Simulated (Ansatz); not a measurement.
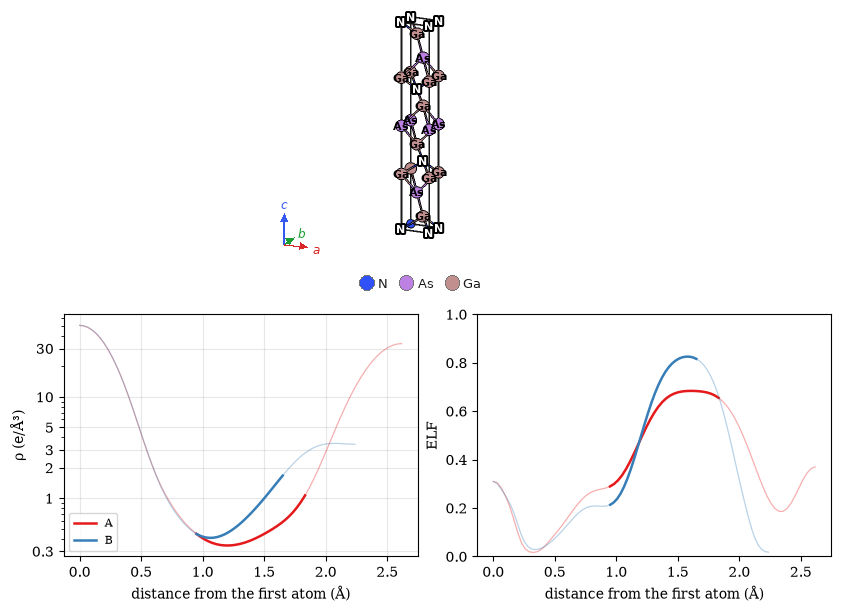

Ga2AsN. Valence electron density and electron localisation function along straight lines between neighbouring atoms. Thin, pale parts lie inside the atomic spheres. The structure is drawn too.

Space group R-3m; started from the ordered alloy on rocksalt lattice prototype, which need not be the ambient phase.

Theory: DFT, r2SCAN, plane waves, PAW (Ansatz).

The density is the valence pseudo-density of a PAW calculation; it isn't the true density close to the nuclei.

### Which curve belongs to which contact (Ga–As and Ga–N)? The first atom named is at distance zero.

Curve A: Ga–As (2.62 Å): ρ is about 0.36 e/Å³ halfway; the ELF is about 0.60 at the midpoint. Curve B: Ga–N (2.24 Å): ρ is about 0.42 e/Å³ halfway; the ELF peaks at about 0.85 in the valence shell of N, 0.7 Å from its nucleus, and is about 0.35 at the midpoint.
